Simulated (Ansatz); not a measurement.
# CHClF2 (difluorochloromethane): SVWN5/6-311+G(d,p)

Aim: the vertical singlet–triplet gap of CHClF2 (difluorochloromethane) at SVWN5/6-311+G**, from 2 runs. 

The calculation is run with Ansatz 0.2.0.

69 further runs of the same task are left out: 69 set aside as unsound or not needed.

**1. Starting point**

The species is CHClF2 (5 atoms), meant as a singlet with charge 0. As SMILES, `FC(F)Cl`. Geometry: relaxed at PBE0-D4/def2-TZVP.

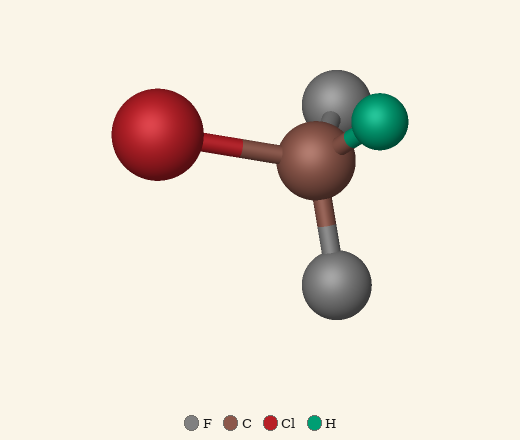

The structure, seen from a chosen angle (fluorine grey, carbon brown, chlorine red, hydrogen teal).

**2. A single-point energy at SVWN5/6-311+G(d,p)**

Input file input.yaml:

```yaml
crystal:
  periodic: [false, false, false]
  atoms:
    - {symbol: F, position_ang: [0.038900, -0.568100, 1.222300]}
    - {symbol: C, position_ang: [0.109400, 0.023600, 0.028300]}
    - {symbol: F, position_ang: [0.844200, -0.745900, -0.776900]}
    - {symbol: Cl, position_ang: [-1.511000, 0.208900, -0.640800]}
    - {symbol: H, position_ang: [0.568600, 1.007800, 0.125800]}
basis:
  gaussian:
    orbitals: 6-311+G_st__st_-spherical.json
accuracy: high
output:
  orbitals: {seedname: orbitals}
hamiltonian:
  xc: {name: SVWN5}
```

The basis set 6-311+G** is read from a file made from the Basis Set Exchange's data (not shown).

Launch:

```
$ ansatz run input.yaml --threads 1 --pin off --max-ram 3480MiB --events-out events.jsonl --progress --plain --runs-dir runs
```

What it wrote:

```text
Warning: RAYON_NUM_THREADS=1 ignored (pool sized by the plan → 1); use --threads N
Functional definition: SVWN5
  name "SVWN5"
  exchange = slater_x
  correlation = vwn5_c
1863 factors; integrals over basis functions are off by at most 4.5e-9 eV
mean field evaluation 1: about -18926.2711 eV, gradient 3.3e1 eV
mean field evaluation 2: about -18923.6961 eV, gradient 5.3e1 eV
mean field evaluation 4: about -18928.0072 eV, gradient 2.4e0 eV
mean field evaluation 8: about -18928.0120 eV, gradient 2.5e-2 eV
mean field evaluation 16: about -18928.0120 eV, gradient 7.8e-6 eV
mean field -18928.01203615 eV, -695.5916124611 hartree, gradient 5.3e-8 eV, S^2 0.000000; 0 other end points of the search recorded, 0 dependent functions left out
reference -18928.01204191 eV, -695.5916126729 hartree; 21, 21 occupied and 81, 81 virtual orbitals, 1863 factors
Total energy: -18928.01204191 eV, -695.5916126729 hartree
```

It took 4.2 s on 1 thread of Arm Neoverse V1, shared host; peak memory 0.23 GiB.

**3. The triplet, same level**

Input file molecule.yaml:

```yaml
basis:
  gaussian:
    orbitals: 6-311+G_st__st_-spherical.json
crystal:
  periodic: [false, false, false]
  atoms:
    - {symbol: F, position_ang: [0.038900, -0.568100, 1.222300]}
    - {symbol: C, position_ang: [0.109400, 0.023600, 0.028300]}
    - {symbol: F, position_ang: [0.844200, -0.745900, -0.776900]}
    - {symbol: Cl, position_ang: [-1.511000, 0.208900, -0.640800]}
    - {symbol: H, position_ang: [0.568600, 1.007800, 0.125800]}
accuracy: high
magnetization:
  spin_polarized: true
  initial_magnetization: 2
output: {orbitals: {seedname: orbitals}}
hamiltonian:
  xc: {name: SVWN5}
```

The basis set 6-311+G** is read from a file made from the Basis Set Exchange's data (not shown).

Launch:

```
$ ansatz run molecule.yaml --threads 1 --pin off --max-ram 3480MiB --events-out events.jsonl --progress --plain --runs-dir runs
```

What it wrote:

```text
Warning: RAYON_NUM_THREADS=1 ignored (pool sized by the plan → 1); use --threads N
Functional definition: SVWN5
  name "SVWN5"
  exchange = slater_x
  correlation = vwn5_c
1863 factors; integrals over basis functions are off by at most 4.5e-9 eV
mean field evaluation 1: about -18916.9422 eV, gradient 3.0e1 eV
mean field evaluation 2: about -18895.5343 eV, gradient 7.0e1 eV
mean field evaluation 4: about -18919.0175 eV, gradient 1.6e1 eV
mean field evaluation 8: about -18920.6565 eV, gradient 2.4e0 eV
mean field evaluation 16: about -18920.6782 eV, gradient 1.4e0 eV
mean field evaluation 32: about -18918.7125 eV, gradient 1.0e1 eV
mean field evaluation 64: about -18920.1249 eV, gradient 4.0e0 eV
mean field evaluation 96: about -18920.6470 eV, gradient 5.8e-1 eV
mean field -18920.69230018 eV, -695.3226171258 hartree, gradient 2.9e-8 eV, S^2 2.001279; 10 other end points of the search recorded, 0 dependent functions left out
reference -18920.69230420 eV, -695.3226172733 hartree; 22, 20 occupied and 80, 82 virtual orbitals, 1863 factors
Total energy: -18920.69230420 eV, -695.3226172733 hartree
```

It took 14 s on 1 thread of Arm Neoverse V1, shared host; peak memory 0.28 GiB.

**4. Results**

At SVWN5/6-311+G**:

```
                                        quantity          value
                           singlet: total energy  -695.59161 Eh
                            singlet: HOMO energy       -8.38 eV
                            singlet: LUMO energy       -1.13 eV
                          singlet: HOMO–LUMO gap        7.25 eV
                           triplet: total energy  -695.32262 Eh
     triplet: HOMO energy (highest over α and β)       -1.71 eV
                                   triplet: ⟨S²⟩          2.001
vertical energy of the triplet above the singlet       7.320 eV
```

In words: At this shape the triplet lies 7.32 eV (169 kcal/mol) above the singlet.
